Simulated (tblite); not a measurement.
B5H8F: saddle-point search

The run: saddle-point search of B5H8F (nido-B5H9 (F for H, site b on B)). Method and program: GFN2-xTB saddle search (eigenvector following) and harmonic vibrations, gas phase (tblite 0.8.0).

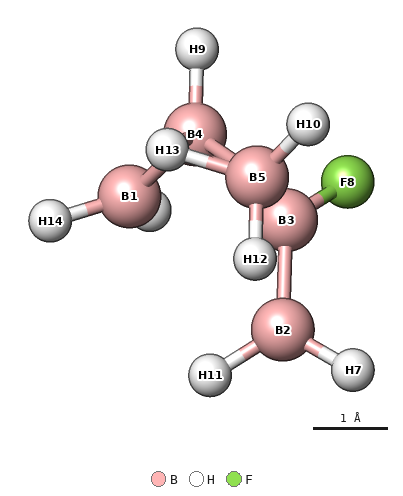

*The starting structure (ball-and-stick view, seen at a tilt; atoms are numbered from 1 in the order of the input).*

**Input**
```
{"job": {"xc": "GFN2-xTB", "basis": "xTB", "kind": "saddle"}, "charge": 0, "multiplicity": 1}
B     -1.599473     0.308166    -0.842717
B      0.351410     0.875996     1.479072
B     -0.237789    -0.487834     0.797658
B     -0.233285    -0.649799    -0.963430
B      1.341049    -0.372346    -0.332534
H     -2.565899     0.077778    -0.221132
H      1.037040     0.866390     2.431893
F     -0.806157    -1.562012     1.368553
H     -0.406066    -1.641994    -1.578382
H      2.149697    -1.222143    -0.392946
H      0.069609     1.946427     1.077989
H      1.736198     0.631095     0.191476
H      0.846456    -0.010683    -1.466455
H     -1.682790     1.240959    -1.549044
```

The first line tells a small driver script what to run in tblite; the rest is the geometry in Å.

Command:
```bash
OMP_NUM_THREADS=1 python <driver script> task.json out
```

**Output**
```
step      E/eV     max force
  0    -406.33911   0.0467
  1    -406.34028   0.0363
  2    -406.33807   0.0424
  3    -406.33719   0.0768
  4    -406.33787   0.0237
  5    -406.33807   0.0096
  6    -406.33809   0.0000
lowest wavenumbers (cm-1): -159.0 86.4 141.4 203.1 259.3 287.4
```

**Trajectory as extended XYZ (Å, eV, eV/Å), 7 frames, from step=0 to step=6**
```
14
Properties=species:S:1:pos:R:3:forces:R:3 step=0 energy=-406.33911
B    -1.5995    0.3082   -0.8427   -0.0020   0.0060  -0.0180
B     0.3514    0.8760    1.4791    0.0130  -0.0090   0.0040
B    -0.2378   -0.4878    0.7977    0.0160  -0.0140   0.0020
B    -0.2333   -0.6498   -0.9634   -0.0110  -0.0010   0.0010
B     1.3410   -0.3723   -0.3325   -0.0020   0.0070   0.0040
H    -2.5659    0.0778   -0.2211    0.0000   0.0100  -0.0250
H     1.0370    0.8664    2.4319    0.0200   0.0040  -0.0020
F    -0.8062   -1.5620    1.3686    0.0040   0.0080   0.0070
H    -0.4061   -1.6420   -1.5784   -0.0050  -0.0100   0.0140
H     2.1497   -1.2221   -0.3929   -0.0050   0.0040   0.0110
H     0.0696    1.9464    1.0780   -0.0340  -0.0250   0.0200
H     1.7362    0.6311    0.1915    0.0080   0.0190  -0.0200
H     0.8465   -0.0107   -1.4665   -0.0060  -0.0130   0.0000
H    -1.6828    1.2410   -1.5490    0.0040   0.0140   0.0020
14
Properties=species:S:1:pos:R:3:forces:R:3 step=1 energy=-406.34028
B    -1.5742    0.3237   -0.8136    0.0020   0.0230  -0.0270
B     0.3216    0.8761    1.4645    0.0090  -0.0050   0.0040
B    -0.2344   -0.5045    0.7887    0.0120  -0.0040   0.0050
B    -0.2313   -0.6676   -0.9713   -0.0150   0.0100   0.0010
B     1.3426   -0.3781   -0.3375    0.0000   0.0070   0.0030
H    -2.5496    0.1002   -0.2035    0.0000   0.0090  -0.0200
H     1.0091    0.8957    2.4159    0.0120  -0.0010  -0.0090
F    -0.7897   -1.5839    1.3639    0.0030   0.0070   0.0020
H    -0.4121   -1.6606   -1.5812   -0.0040  -0.0050   0.0120
H     2.1580   -1.2223   -0.3854   -0.0050   0.0060   0.0080
H     0.0114    1.9342    1.0508   -0.0160  -0.0240   0.0220
H     1.7278    0.6378    0.1692    0.0010   0.0100  -0.0140
H     0.8476   -0.0392   -1.4793   -0.0030  -0.0090   0.0010
H    -1.6267    1.2884   -1.4812    0.0040  -0.0240   0.0110
14
Properties=species:S:1:pos:R:3:forces:R:3 step=2 energy=-406.33807
B    -1.5390    0.3429   -0.7702    0.0170   0.0080  -0.0050
B     0.2798    0.8765    1.4439    0.0050  -0.0060  -0.0030
B    -0.2344   -0.5236    0.7725    0.0090   0.0050  -0.0020
B    -0.2254   -0.6888   -0.9830   -0.0310   0.0280   0.0070
B     1.3446   -0.3857   -0.3424    0.0010   0.0080   0.0070
H    -2.5175    0.1449   -0.1562    0.0000  -0.0030  -0.0210
H     0.9630    0.9251    2.3974    0.0010  -0.0060  -0.0150
F    -0.7694   -1.6117    1.3539    0.0030   0.0160  -0.0010
H    -0.4203   -1.6794   -1.5913   -0.0040   0.0020   0.0100
H     2.1708   -1.2202   -0.3763   -0.0070   0.0100   0.0040
H    -0.0549    1.9218    1.0160    0.0020  -0.0220   0.0230
H     1.7153    0.6452    0.1446   -0.0020  -0.0030  -0.0100
H     0.8503   -0.0720   -1.4953    0.0000  -0.0030   0.0050
H    -1.5629    1.3252   -1.4136    0.0060  -0.0350   0.0020
14
Properties=species:S:1:pos:R:3:forces:R:3 step=3 energy=-406.33719
B    -1.5074    0.3446   -0.7045    0.0380   0.0100   0.0660
B     0.2469    0.8882    1.3995    0.0120   0.0100  -0.0080
B    -0.2548   -0.5242    0.7423   -0.0260  -0.0630  -0.0270
B    -0.2110   -0.7083   -0.9946   -0.0130   0.0000  -0.0190
B     1.3459   -0.4015   -0.3422    0.0010  -0.0070   0.0060
H    -2.4943    0.1502   -0.1040   -0.0230   0.0020  -0.0230
H     0.8953    0.9408    2.3766   -0.0080  -0.0170  -0.0080
F    -0.7647   -1.6135    1.3525    0.0090   0.0320   0.0000
H    -0.4224   -1.6784   -1.6286    0.0010   0.0140   0.0110
H     2.1873   -1.2202   -0.3812   -0.0040   0.0050   0.0030
H    -0.0668    1.9312    0.9556    0.0140   0.0270   0.0100
H     1.7009    0.6305    0.1557    0.0030   0.0160   0.0060
H     0.8562   -0.0780   -1.4980    0.0000   0.0070  -0.0030
H    -1.5110    1.3386   -1.3292   -0.0050  -0.0390  -0.0140
14
Properties=species:S:1:pos:R:3:forces:R:3 step=4 energy=-406.33787
B    -1.5252    0.3393   -0.7371   -0.0020  -0.0040   0.0150
B     0.2825    0.8756    1.4111    0.0000   0.0070  -0.0060
B    -0.2515   -0.5237    0.7555   -0.0090  -0.0090  -0.0180
B    -0.2211   -0.7031   -0.9869    0.0050   0.0030   0.0010
B     1.3375   -0.3853   -0.3368    0.0090  -0.0050   0.0040
H    -2.5154    0.1459   -0.1409    0.0050   0.0020  -0.0100
H     0.9510    0.9097    2.3743    0.0140  -0.0020   0.0190
F    -0.7797   -1.6057    1.3578    0.0000  -0.0040   0.0030
H    -0.4218   -1.6812   -1.6113   -0.0010  -0.0010   0.0000
H     2.1834   -1.2005   -0.3637   -0.0140   0.0160   0.0010
H    -0.0433    1.9272    0.9956    0.0010   0.0110  -0.0020
H     1.6855    0.6545    0.1562   -0.0050  -0.0100  -0.0060
H     0.8508   -0.0735   -1.4939    0.0020   0.0000   0.0040
H    -1.5328    1.3208   -1.3799   -0.0040  -0.0030  -0.0040
14
Properties=species:S:1:pos:R:3:forces:R:3 step=5 energy=-406.33807
B    -1.5297    0.3350   -0.7399    0.0020   0.0030   0.0060
B     0.2922    0.8759    1.4087    0.0030   0.0030   0.0010
B    -0.2552   -0.5204    0.7549   -0.0050  -0.0080  -0.0020
B    -0.2212   -0.7024   -0.9862    0.0030  -0.0030  -0.0020
B     1.3348   -0.3842   -0.3341    0.0000  -0.0040  -0.0010
H    -2.5206    0.1374   -0.1475   -0.0030   0.0010  -0.0010
H     0.9596    0.9025    2.3744   -0.0020  -0.0020  -0.0010
F    -0.7846   -1.6007    1.3601    0.0020   0.0040  -0.0010
H    -0.4198   -1.6788   -1.6143    0.0000   0.0020   0.0010
H     2.1823   -1.1965   -0.3614    0.0000   0.0020   0.0010
H    -0.0280    1.9311    0.9968    0.0010   0.0030   0.0020
H     1.6798    0.6544    0.1637    0.0000   0.0020   0.0000
H     0.8510   -0.0682   -1.4902    0.0000   0.0010  -0.0010
H    -1.5406    1.3152   -1.3848   -0.0020  -0.0030  -0.0020
14
Properties=species:S:1:pos:R:3:forces:R:3 step=6 energy=-406.33809
B    -1.5319    0.3341   -0.7438    0.0000   0.0000   0.0000
B     0.2966    0.8747    1.4102    0.0000   0.0000   0.0000
B    -0.2554   -0.5197    0.7559    0.0000   0.0000   0.0000
B    -0.2219   -0.7020   -0.9854    0.0000   0.0000   0.0000
B     1.3339   -0.3824   -0.3335    0.0000   0.0000   0.0000
H    -2.5227    0.1374   -0.1507    0.0000   0.0000   0.0000
H     0.9660    0.8973    2.3746    0.0000   0.0000   0.0000
F    -0.7867   -1.5992    1.3605    0.0000   0.0000   0.0000
H    -0.4196   -1.6792   -1.6124    0.0000   0.0000   0.0000
H     2.1822   -1.1939   -0.3591    0.0000   0.0000   0.0000
H    -0.0242    1.9315    1.0028    0.0000   0.0000   0.0000
H     1.6777    0.6573    0.1635    0.0000   0.0000   0.0000
H     0.8505   -0.0677   -1.4900    0.0000   0.0000   0.0000
H    -1.5446    1.3118   -1.3926    0.0000   0.0000   0.0000
```

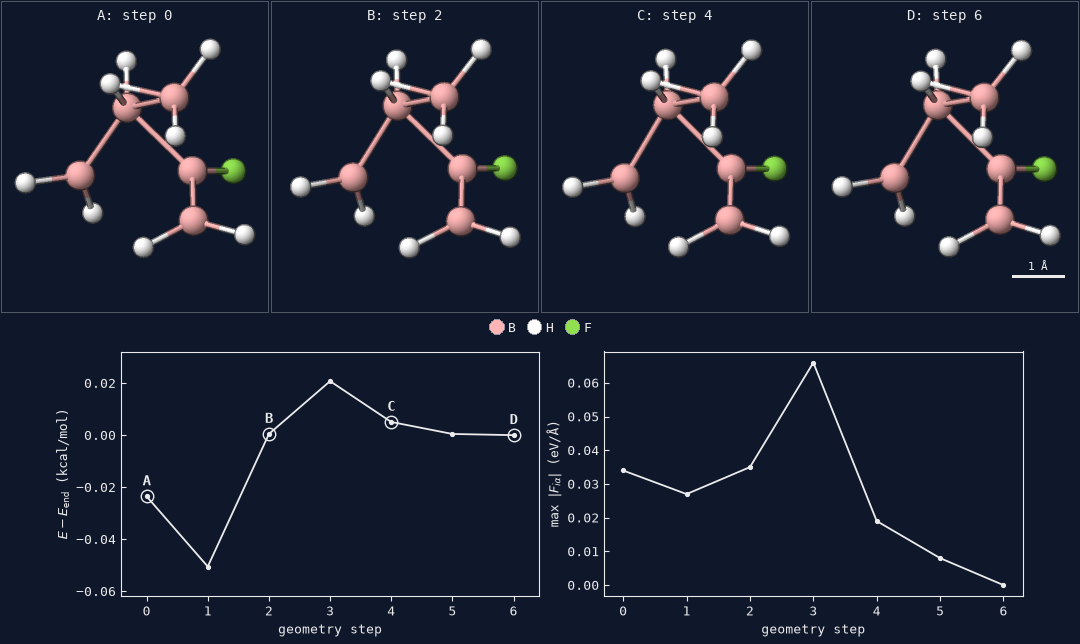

*Frames of the saddle-point search (ball-and-stick view, seen at a tilt) above the curves, on which the letters mark them (steps are counted from 0).*

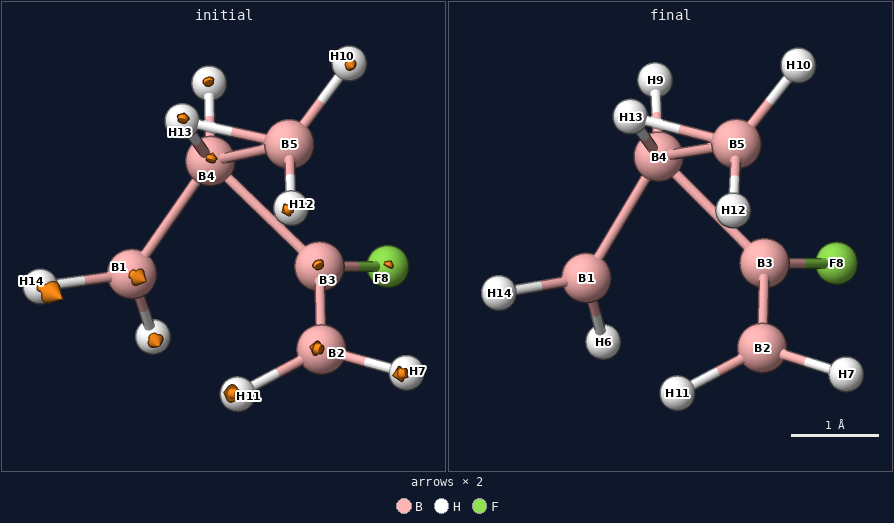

*Before (left) and after (right) the saddle-point search, at one scale (ball-and-stick view, seen at a tilt). The orange arrows give the displacements, magnified 2 times.*

The largest move after the best rigid fit is that of H14, 0.22 Å. Largest moves by element: H 0.22 Å, B 0.12 Å, F 0.04 Å. Among the contacts that change: B3–B4 1.769 → 1.751 Å, B1–B4 1.673 → 1.688 Å, B4–H13 1.352 → 1.344 Å. Among the angles that change: B1–B4–B5 129.0° → 122.3°, B1–B4–B3 82.7° → 77.2°, B1–B4–H9 113.5° → 117.1°. Over 6 geometry steps the energy rises by 0.02 kcal/mol. Largest force component: 0.034 eV/Å at the start, under 0.0001 eV/Å at the end. (Atoms are counted from 1 in the order of the input.)

**Results in brief**

```json
{"quantity": "outcome", "value": "converged"}
{"quantity": "total energy", "value": "−406.3381 eV"}
{"quantity": "point group", "value": "C1"}
{"quantity": "hardware", "value": "1 CPU thread, shared host"}
{"quantity": "wall time", "value": "2.4 s"}
{"quantity": "peak memory", "value": "0.18 GiB"}
```
